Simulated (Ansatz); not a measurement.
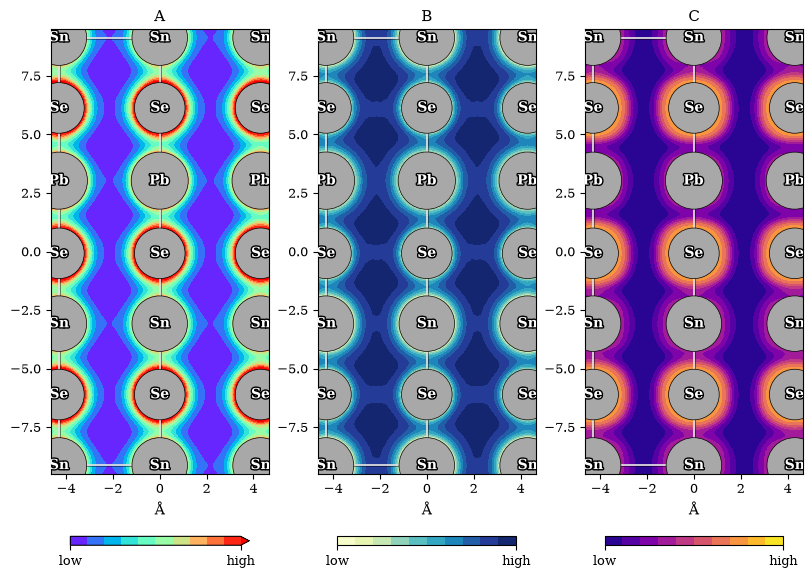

Sn$_{5}$PbSe$_{6}$: 3 fields on the (100) plane of the conventional cell, with unlabelled colour scales. Grey discs cover the atomic cores.

Space group P4/mmm; a structure generated by program, which may or may not match a known phase.

The calculation used DFT PBE, scalar-relativistic, plane waves, PAW (Ansatz 0.2.0).

Q: The panels show electron localisation function, electrostatic potential energy of an electron and valence pseudo-density in some order. Assign them.

A: Panel A: valence pseudo-density. Panel B: electrostatic potential energy of an electron (low next to the atoms, rising into the space between them). Panel C: electron localisation function. From the grid: Sn–Se (3.00 Å): ρ at the midpoint is about 0.23 e/Å³; the ELF is about 0.40 at the midpoint. Sn–Se (3.03 Å): the density is about 0.22 e/Å³ at the midpoint; the ELF is about 0.40 at the midpoint.
